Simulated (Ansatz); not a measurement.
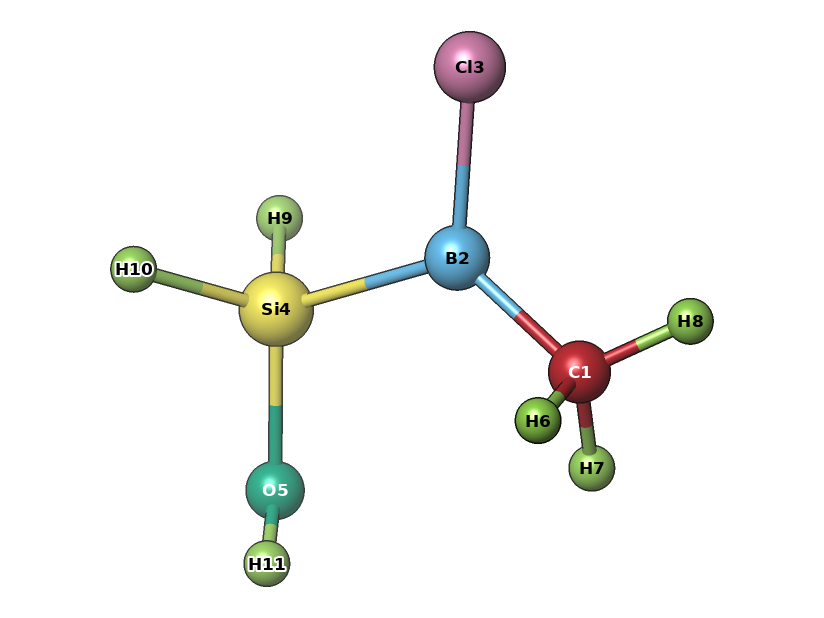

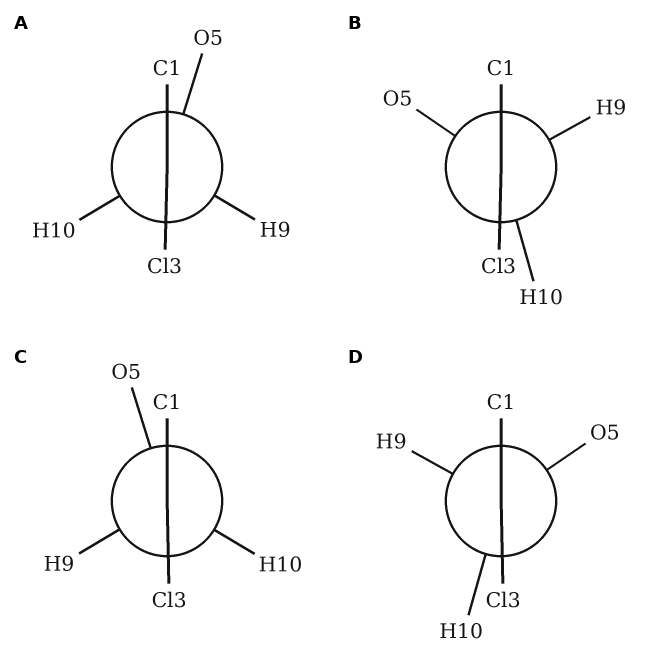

Depth is shown by fading: the farther an atom, the more it takes the colour of the background. Bonds that would overlap in a projection are set slightly apart. The geometry was computed by an optimisation with PBE-D4/def2-SVP. No frequency run is at hand to confirm it as a minimum.

Q: Which Newman projection shows the view along B2–Si4, with B2 in front?

A: C. The torsion angle Cl3–B2–Si4–O5 is 177°, antiperiplanar (anti).
